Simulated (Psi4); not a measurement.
## Geometry relaxation of CH₅NZn (part 4 of 4)

Continued. System: CH₅NZn. Method: PBE0/def2-TZVP, RKS, dispersion D4 (Psi4 1.11). The run did not end well. The starting geometry was optimised with PBE/def2-SVP.

Geometry of the input (Å):
```
C  -0.8429  1.1606  -0.7611
Zn 0.3146  -0.1710  0.0319
N  1.2701  -1.4814  0.8968
H  -1.7463  0.6869  -1.1989
H  -0.3314  1.7234  -1.5686
H  -1.1864  1.8934  -0.0015
H  2.1645  -1.1734  1.3011
H  1.4974  -2.3006  0.3167
```

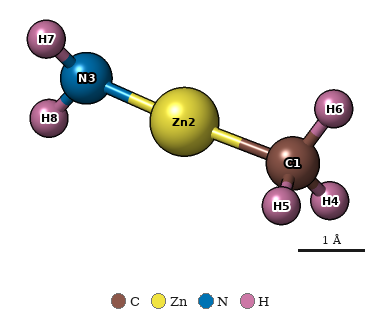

Fig. 1: The geometry at step 38 of the log (ball-and-stick view, seen at a tilt; atoms are numbered from 1 in the order of the input).

Trajectory as extended XYZ, continued
```
8
Properties=species:S:1:pos:R:3:forces:R:3 step=26 energy=-51019.80136
C    -0.8481    1.1563   -0.7448    0.0059   0.0081   0.0130
Zn    0.3078   -0.1737    0.0362   -0.0040  -0.0032  -0.0057
N     1.3066   -1.4605    0.8524    0.0267   0.0481   0.0417
H    -1.7372    0.6894   -1.1750   -0.0056  -0.0028  -0.0032
H    -0.3369    1.7066   -1.5374    0.0019   0.0010  -0.0060
H    -1.1786    1.8753    0.0087    0.0001  -0.0043  -0.0004
H     2.1447   -1.1929    1.3493   -0.0338  -0.0080  -0.0186
H     1.4937   -2.3204    0.3595    0.0086  -0.0395  -0.0205
8
Properties=species:S:1:pos:R:3:forces:R:3 step=27 energy=-51019.80133
C    -0.8480    1.1564   -0.7449    0.0032   0.0038   0.0068
Zn    0.3077   -0.1737    0.0362   -0.0049  -0.0014  -0.0067
N     1.3067   -1.4605    0.8523    0.0316   0.0598   0.0516
H    -1.7373    0.6896   -1.1751    0.0006   0.0003  -0.0008
H    -0.3367    1.7068   -1.5374    0.0005  -0.0010  -0.0045
H    -1.1784    1.8754    0.0086   -0.0013  -0.0019   0.0027
H     2.1449   -1.1927    1.3493   -0.0406  -0.0100  -0.0225
H     1.4938   -2.3201    0.3595    0.0108  -0.0500  -0.0263
8
Properties=species:S:1:pos:R:3:forces:R:3 step=28 energy=-51019.80136
C    -0.8480    1.1564   -0.7449    0.0046   0.0055   0.0108
Zn    0.3077   -0.1737    0.0362   -0.0053  -0.0011  -0.0072
N     1.3067   -1.4604    0.8523    0.0169   0.0490   0.0386
H    -1.7373    0.6898   -1.1751   -0.0023  -0.0013  -0.0023
H    -0.3368    1.7068   -1.5374    0.0016  -0.0003  -0.0060
H    -1.1784    1.8754    0.0085   -0.0007  -0.0031   0.0018
H     2.1445   -1.1926    1.3491   -0.0241  -0.0050  -0.0125
H     1.4940   -2.3201    0.3595    0.0092  -0.0442  -0.0231
8
Properties=species:S:1:pos:R:3:forces:R:3 step=29 energy=-51019.80138
C    -0.8480    1.1564   -0.7450    0.0043   0.0046   0.0094
Zn    0.3077   -0.1737    0.0362   -0.0056  -0.0015  -0.0074
N     1.3068   -1.4603    0.8524    0.0044   0.0320   0.0226
H    -1.7377    0.6897   -1.1746   -0.0013  -0.0008  -0.0018
H    -0.3370    1.7063   -1.5379    0.0014  -0.0004  -0.0057
H    -1.1780    1.8757    0.0083   -0.0011  -0.0024   0.0024
H     2.1445   -1.1926    1.3485   -0.0083   0.0000  -0.0029
H     1.4936   -2.3206    0.3598    0.0061  -0.0318  -0.0164
8
Properties=species:S:1:pos:R:3:forces:R:3 step=30 energy=-51019.80136
C    -0.8482    1.1562   -0.7450    0.0036   0.0022   0.0071
Zn    0.3078   -0.1737    0.0362   -0.0069  -0.0024  -0.0082
N     1.3068   -1.4602    0.8525   -0.0383  -0.0130  -0.0239
H    -1.7378    0.6894   -1.1746    0.0002  -0.0003  -0.0008
H    -0.3372    1.7060   -1.5381    0.0016   0.0001  -0.0059
H    -1.1781    1.8756    0.0081   -0.0018  -0.0008   0.0040
H     2.1434   -1.1928    1.3478    0.0434   0.0164   0.0289
H     1.4939   -2.3212    0.3597   -0.0019  -0.0026  -0.0009
8
Properties=species:S:1:pos:R:3:forces:R:3 step=31 energy=-51019.80138
C    -0.8481    1.1563   -0.7450    0.0034   0.0022   0.0060
Zn    0.3078   -0.1737    0.0362   -0.0065  -0.0024  -0.0080
N     1.3067   -1.4603    0.8525   -0.0221  -0.0005  -0.0092
H    -1.7378    0.6894   -1.1746    0.0010   0.0002  -0.0005
H    -0.3372    1.7061   -1.5380    0.0010  -0.0006  -0.0051
H    -1.1781    1.8756    0.0082   -0.0019  -0.0007   0.0040
H     2.1438   -1.1927    1.3480    0.0248   0.0104   0.0174
H     1.4938   -2.3211    0.3597    0.0002  -0.0091  -0.0043
8
Properties=species:S:1:pos:R:3:forces:R:3 step=32 energy=-51019.80136
C    -0.8481    1.1564   -0.7449    0.0031   0.0024   0.0044
Zn    0.3078   -0.1737    0.0362   -0.0056  -0.0019  -0.0073
N     1.3066   -1.4604    0.8524    0.0225   0.0438   0.0376
H    -1.7378    0.6896   -1.1746    0.0022   0.0010   0.0000
H    -0.3371    1.7063   -1.5379    0.0000  -0.0015  -0.0039
H    -1.1779    1.8756    0.0084   -0.0020  -0.0007   0.0039
H     2.1448   -1.1926    1.3488   -0.0280  -0.0064  -0.0150
H     1.4935   -2.3206    0.3599    0.0077  -0.0371  -0.0194
8
Properties=species:S:1:pos:R:3:forces:R:3 step=33 energy=-51019.80138
C    -0.8481    1.1563   -0.7449    0.0041   0.0033   0.0066
Zn    0.3078   -0.1737    0.0361   -0.0060  -0.0021  -0.0074
N     1.3067   -1.4604    0.8524    0.0069   0.0316   0.0232
H    -1.7378    0.6896   -1.1745    0.0006   0.0001  -0.0008
H    -0.3372    1.7063   -1.5379    0.0006  -0.0010  -0.0047
H    -1.1780    1.8756    0.0084   -0.0018  -0.0013   0.0033
H     2.1444   -1.1927    1.3486   -0.0101  -0.0006  -0.0039
H     1.4936   -2.3207    0.3600    0.0056  -0.0304  -0.0160
8
Properties=species:S:1:pos:R:3:forces:R:3 step=34 energy=-51019.80139
C    -0.8481    1.1564   -0.7447    0.0033   0.0033   0.0040
Zn    0.3078   -0.1737    0.0361   -0.0057  -0.0017  -0.0070
N     1.3066   -1.4603    0.8526    0.0051   0.0258   0.0188
H    -1.7377    0.6896   -1.1745    0.0013   0.0011   0.0003
H    -0.3372    1.7064   -1.5378    0.0004  -0.0016  -0.0037
H    -1.1779    1.8757    0.0085   -0.0020  -0.0018   0.0033
H     2.1443   -1.1925    1.3485   -0.0069   0.0004  -0.0019
H     1.4937   -2.3208    0.3600    0.0044  -0.0260  -0.0135
8
Properties=species:S:1:pos:R:3:forces:R:3 step=35 energy=-51019.80139
C    -0.8479    1.1565   -0.7448    0.0026   0.0024   0.0029
Zn    0.3078   -0.1738    0.0361   -0.0052  -0.0015  -0.0070
N     1.3065   -1.4603    0.8526    0.0183   0.0204   0.0211
H    -1.7376    0.6895   -1.1744    0.0027   0.0026   0.0003
H    -0.3370    1.7064   -1.5378   -0.0007  -0.0024  -0.0031
H    -1.1778    1.8757    0.0085   -0.0022  -0.0013   0.0035
H     2.1446   -1.1922    1.3486   -0.0186  -0.0041  -0.0094
H     1.4938   -2.3209    0.3599    0.0031  -0.0166  -0.0080
8
Properties=species:S:1:pos:R:3:forces:R:3 step=36 energy=-51019.80139
C    -0.8480    1.1564   -0.7448    0.0022   0.0031   0.0021
Zn    0.3078   -0.1738    0.0361   -0.0050  -0.0017  -0.0071
N     1.3066   -1.4602    0.8527    0.0220   0.0039   0.0122
H    -1.7377    0.6895   -1.1744    0.0033   0.0027   0.0006
H    -0.3371    1.7065   -1.5379   -0.0010  -0.0030  -0.0023
H    -1.1778    1.8757    0.0086   -0.0021  -0.0014   0.0033
H     2.1446   -1.1922    1.3488   -0.0195  -0.0049  -0.0105
H     1.4938   -2.3213    0.3598    0.0001   0.0009   0.0020
8
Properties=species:S:1:pos:R:3:forces:R:3 step=37 energy=-51019.80139
C    -0.8480    1.1564   -0.7447    0.0034   0.0046   0.0043
Zn    0.3078   -0.1738    0.0360   -0.0047  -0.0019  -0.0067
N     1.3064   -1.4602    0.8529    0.0229   0.0052   0.0132
H    -1.7378    0.6895   -1.1740    0.0027   0.0030  -0.0004
H    -0.3372    1.7068   -1.5377   -0.0015  -0.0038  -0.0032
H    -1.1776    1.8755    0.0090   -0.0025  -0.0022   0.0028
H     2.1444   -1.1921    1.3491   -0.0204  -0.0050  -0.0110
H     1.4938   -2.3213    0.3602    0.0001  -0.0003   0.0012
8
Properties=species:S:1:pos:R:3:forces:R:3 step=38 energy=-51019.80139
C    -0.8479    1.1565   -0.7446    0.0027   0.0068   0.0048
Zn    0.3078   -0.1738    0.0360   -0.0042  -0.0016  -0.0060
N     1.3066   -1.4602    0.8529    0.0267   0.0019   0.0124
H    -1.7376    0.6897   -1.1742    0.0012   0.0018  -0.0008
H    -0.3370    1.7067   -1.5377   -0.0010  -0.0034  -0.0027
H    -1.1777    1.8758    0.0088   -0.0010  -0.0039   0.0017
H     2.1447   -1.1918    1.3490   -0.0244  -0.0073  -0.0141
H     1.4939   -2.3213    0.3600   -0.0001   0.0054   0.0049
8
Properties=species:S:1:pos:R:3:forces:R:3 step=39 energy=-51019.80139
C    -0.8479    1.1565   -0.7446    0.0041   0.0078   0.0070
Zn    0.3078   -0.1738    0.0359   -0.0037  -0.0019  -0.0062
N     1.3065   -1.4601    0.8531    0.0240   0.0034   0.0122
H    -1.7377    0.6896   -1.1739    0.0002   0.0021  -0.0014
H    -0.3373    1.7070   -1.5376   -0.0008  -0.0042  -0.0033
H    -1.1774    1.8756    0.0092   -0.0020  -0.0043   0.0010
H     2.1444   -1.1919    1.3492   -0.0218  -0.0059  -0.0122
H     1.4939   -2.3212    0.3603    0.0000   0.0025   0.0030
8
Properties=species:S:1:pos:R:3:forces:R:3 step=40 energy=-51019.80139
C    -0.8478    1.1566   -0.7446    0.0041   0.0101   0.0082
Zn    0.3077   -0.1739    0.0359   -0.0029  -0.0014  -0.0055
N     1.3066   -1.4600    0.8531    0.0222   0.0049   0.0121
H    -1.7376    0.6898   -1.1739   -0.0018   0.0012  -0.0018
H    -0.3373    1.7072   -1.5375    0.0000  -0.0042  -0.0034
H    -1.1774    1.8759    0.0092   -0.0012  -0.0061   0.0001
H     2.1445   -1.1916    1.3492   -0.0210  -0.0058  -0.0119
H     1.4940   -2.3211    0.3604    0.0006   0.0009   0.0024
8
Properties=species:S:1:pos:R:3:forces:R:3 step=41 energy=-51019.80139
C    -0.8480    1.1566   -0.7444    0.0040   0.0095   0.0072
Zn    0.3078   -0.1738    0.0358   -0.0034  -0.0011  -0.0050
N     1.3063   -1.4601    0.8533    0.0232   0.0100   0.0158
H    -1.7376    0.6893   -1.1737    0.0005   0.0042  -0.0008
H    -0.3375    1.7073   -1.5373   -0.0013  -0.0053  -0.0033
H    -1.1774    1.8758    0.0094   -0.0020  -0.0074  -0.0006
H     2.1443   -1.1918    1.3493   -0.0217  -0.0049  -0.0115
H     1.4938   -2.3211    0.3608    0.0008  -0.0053  -0.0016
8
Properties=species:S:1:pos:R:3:forces:R:3 step=42 energy=-51019.80139
C    -0.8481    1.1567   -0.7443    0.0036   0.0048   0.0045
Zn    0.3079   -0.1739    0.0358   -0.0043  -0.0003  -0.0049
N     1.3062   -1.4600    0.8534    0.0271   0.0027   0.0131
H    -1.7377    0.6894   -1.1737    0.0028   0.0059   0.0010
H    -0.3375    1.7074   -1.5371   -0.0008  -0.0046  -0.0046
H    -1.1773    1.8758    0.0096   -0.0039  -0.0056   0.0016
H     2.1443   -1.1918    1.3494   -0.0236  -0.0051  -0.0126
H     1.4938   -2.3213    0.3609   -0.0009   0.0018   0.0022
8
Properties=species:S:1:pos:R:3:forces:R:3 step=43 energy=-51019.80139
C    -0.8481    1.1567   -0.7443    0.0038   0.0044   0.0046
Zn    0.3079   -0.1739    0.0357   -0.0046   0.0000  -0.0050
N     1.3062   -1.4600    0.8534    0.0264   0.0022   0.0126
H    -1.7377    0.6894   -1.1737    0.0025   0.0057   0.0009
H    -0.3375    1.7074   -1.5371   -0.0006  -0.0043  -0.0048
H    -1.1773    1.8758    0.0096   -0.0039  -0.0054   0.0017
H     2.1443   -1.1917    1.3494   -0.0228  -0.0051  -0.0122
H     1.4938   -2.3213    0.3610   -0.0008   0.0020   0.0024
8
Properties=species:S:1:pos:R:3:forces:R:3 step=44 energy=-51019.80139
C    -0.8481    1.1567   -0.7443    0.0039   0.0043   0.0046
Zn    0.3079   -0.1739    0.0357   -0.0046   0.0001  -0.0050
N     1.3062   -1.4600    0.8534    0.0257   0.0021   0.0122
H    -1.7377    0.6894   -1.1737    0.0024   0.0056   0.0009
H    -0.3375    1.7074   -1.5371   -0.0006  -0.0042  -0.0047
H    -1.1773    1.8758    0.0096   -0.0039  -0.0052   0.0018
H     2.1443   -1.1917    1.3494   -0.0221  -0.0049  -0.0118
H     1.4939   -2.3212    0.3610   -0.0008   0.0019   0.0024
8
Properties=species:S:1:pos:R:3:forces:R:3 step=45 energy=-51019.80140
C    -0.8480    1.1567   -0.7443    0.0010   0.0000   0.0040
Zn    0.3078   -0.1739    0.0358   -0.0043  -0.0011  -0.0059
N     1.3064   -1.4600    0.8534    0.0202  -0.0026   0.0067
H    -1.7378    0.6897   -1.1740    0.0043   0.0063   0.0038
H    -0.3375    1.7072   -1.5372    0.0018  -0.0017  -0.0059
H    -1.1769    1.8756    0.0098   -0.0052  -0.0036   0.0014
H     2.1443   -1.1916    1.3493   -0.0160  -0.0029  -0.0080
H     1.4940   -2.3213    0.3609   -0.0018   0.0052   0.0041
8
Properties=species:S:1:pos:R:3:forces:R:3 step=46 energy=-51019.80140
C    -0.8480    1.1567   -0.7443    0.0011   0.0003   0.0038
Zn    0.3078   -0.1739    0.0358   -0.0037  -0.0019  -0.0054
N     1.3064   -1.4600    0.8534    0.0188  -0.0020   0.0063
H    -1.7378    0.6897   -1.1740    0.0041   0.0061   0.0036
H    -0.3375    1.7072   -1.5372    0.0017  -0.0017  -0.0060
H    -1.1769    1.8756    0.0098   -0.0053  -0.0034   0.0017
H     2.1443   -1.1916    1.3493   -0.0149  -0.0023  -0.0073
H     1.4941   -2.3213    0.3610   -0.0018   0.0045   0.0035
8
Properties=species:S:1:pos:R:3:forces:R:3 step=47 energy=-51019.80140
C    -0.8481    1.1565   -0.7444    0.0005  -0.0022   0.0064
Zn    0.3079   -0.1738    0.0358   -0.0034  -0.0043  -0.0046
N     1.3064   -1.4601    0.8534    0.0144   0.0000   0.0049
H    -1.7379    0.6894   -1.1740    0.0052   0.0067   0.0029
H    -0.3374    1.7070   -1.5370    0.0022   0.0000  -0.0100
H    -1.1770    1.8755    0.0097   -0.0060  -0.0023   0.0034
H     2.1442   -1.1919    1.3492   -0.0108  -0.0005  -0.0043
H     1.4940   -2.3214    0.3611   -0.0021   0.0023   0.0015
8
Properties=species:S:1:pos:R:3:forces:R:3 step=48 energy=-51019.80140
C    -0.8481    1.1564   -0.7444    0.0020   0.0006   0.0047
Zn    0.3078   -0.1738    0.0358   -0.0010  -0.0072  -0.0030
N     1.3064   -1.4602    0.8533    0.0146   0.0044   0.0067
H    -1.7379    0.6894   -1.1740    0.0034   0.0055   0.0020
H    -0.3374    1.7070   -1.5370    0.0017  -0.0010  -0.0089
H    -1.1771    1.8754    0.0096   -0.0062  -0.0018   0.0043
H     2.1443   -1.1921    1.3492   -0.0125  -0.0004  -0.0052
H     1.4941   -2.3215    0.3611   -0.0019  -0.0005  -0.0004
8
Properties=species:S:1:pos:R:3:forces:R:3 step=49 energy=-51019.80140
C    -0.8480    1.1565   -0.7444    0.0037   0.0012   0.0024
Zn    0.3077   -0.1738    0.0358    0.0009  -0.0079  -0.0023
N     1.3066   -1.4601    0.8533    0.0133   0.0068   0.0075
H    -1.7377    0.6896   -1.1740    0.0015   0.0041   0.0009
H    -0.3372    1.7070   -1.5371    0.0014  -0.0018  -0.0076
H    -1.1770    1.8754    0.0094   -0.0065   0.0001   0.0063
H     2.1445   -1.1921    1.3491   -0.0125   0.0006  -0.0049
H     1.4942   -2.3213    0.3611   -0.0018  -0.0035  -0.0022
```

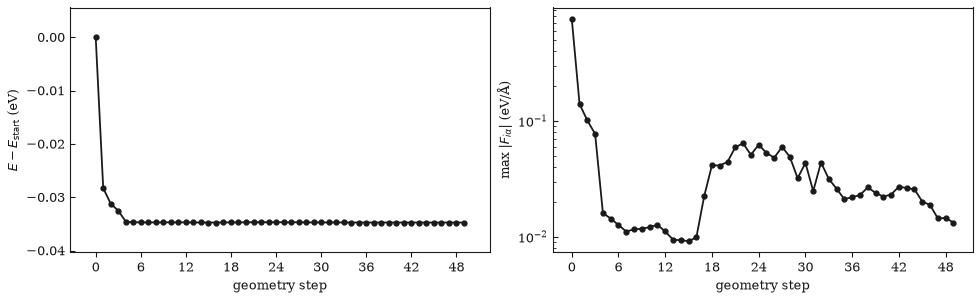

Fig. 2: Progress of the relaxation, step by step (steps are counted from 0).

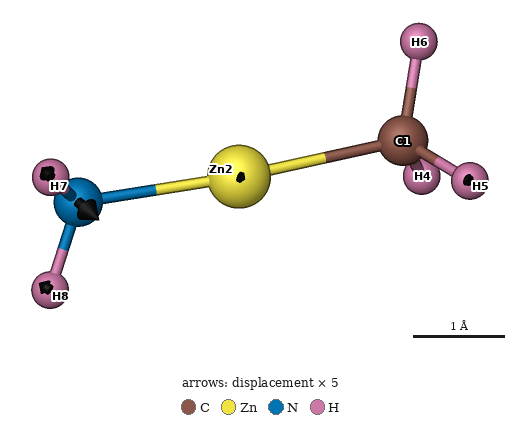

Fig. 3: The starting structure with the displacements as black arrows, magnified 5 times (ball-and-stick view, seen at a tilt). The two geometries are laid on each other by the best rigid fit. The relaxation stopped without meeting its thresholds, so the last structure isn't shown to be converged. The largest move after the best rigid fit is that of N3, 0.075 Å. By element the largest moves are N 0.075 Å, H 0.038 Å, Zn 0.016 Å, C 0.007 Å. Among the contacts that change: N3–H7 1.029 → 1.010 Å, C1–H4 1.110 → 1.093 Å, Zn2–N3 1.838 → 1.822 Å, C1–Zn2 1.934 → 1.927 Å. Among the angles that change: Zn2–N3–H7 115.1° → 119.2°, H7–N3–H8 105.5° → 108.2°. After 49 geometry steps the energy has fallen by 0.035 eV. Largest force component: 0.76 eV/Å at the start, 0.013 eV/Å at the end. (Atoms are counted from 1 in the order of the input.)

What the run reported

- outcome: not converged
- wall time: 3.4 min (CPU time 11 min)
- peak memory: 0.94 GiB

What went wrong

The run did not converge: “Could not converge geometry optimization in 50 iterations.” Its last values are not results.
